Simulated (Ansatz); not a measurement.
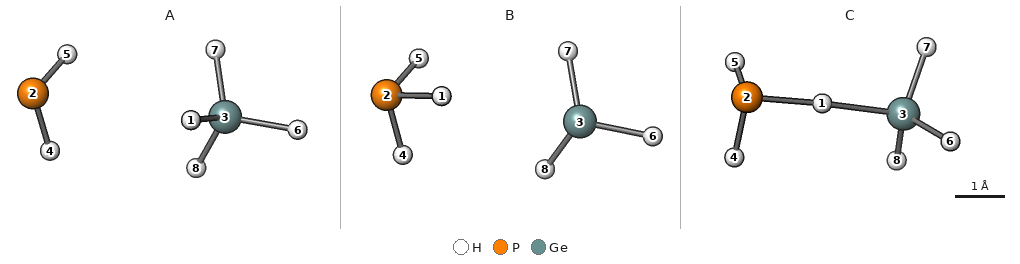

Three geometries of GePH$_{6}$ (multiplicity 2): a saddle point and the two minima that it joins, in shuffled order. The picture is a ball-and-stick view, seen at a tilt. Sticks join atoms that are closer than about 1.2 times the sum of their covalent radii (a little more with hydrogen).

Stationary points at PBE0-D4/def2-TZVP, single-point energies with CCSD(T)/CBS, wB97M-V, r2SCAN-D4 (def2-TZVPP where no basis is named; Ansatz 0.2.0). The energies are electronic, without zero-point or thermal terms, and both ends are the minima reached downhill from the saddle, with any fragments still in contact. CCSD(T)/CBS stands for a frozen-core estimate: MP2 correlation extrapolated from def2-TZVPP and def2-QZVPP, CCSD(T) minus MP2 from the smaller set.

### Identify the saddle point and describe the reaction.

Frame C is the saddle point. Counted by bonded pieces, B holds GeH₃ + PH₃ and A holds GeH₄ + PH₂. From B over the saddle to A, a bond forms: H1–Ge3 (3.31 → 1.87 → 1.53 Å). A bond breaks: H1–P2 (1.42 → 1.62 → 3.40 Å). The saddle has one imaginary mode, 751i cm⁻¹. With CCSD(T)/CBS the barrier is 0.28 eV from B and 0.42 eV from A, and A lies 0.15 eV below B.

```
      level  barrier from B (eV)  barrier from A (eV)  A less B (eV)
CCSD(T)/CBS                 0.28                 0.42          −0.15
    wB97M-V                 0.31                 0.35          −0.04
  r2SCAN-D4                 0.09                 0.19          −0.10
```

Against CCSD(T)/CBS, wB97M-V comes closest on the barrier from B (+0.03 eV) and r2SCAN-D4 misses most (−0.19 eV).

Limits of the set-up: the start holds two separate molecules, 3.1 Å apart at their closest, whose relative position is a soft coordinate.
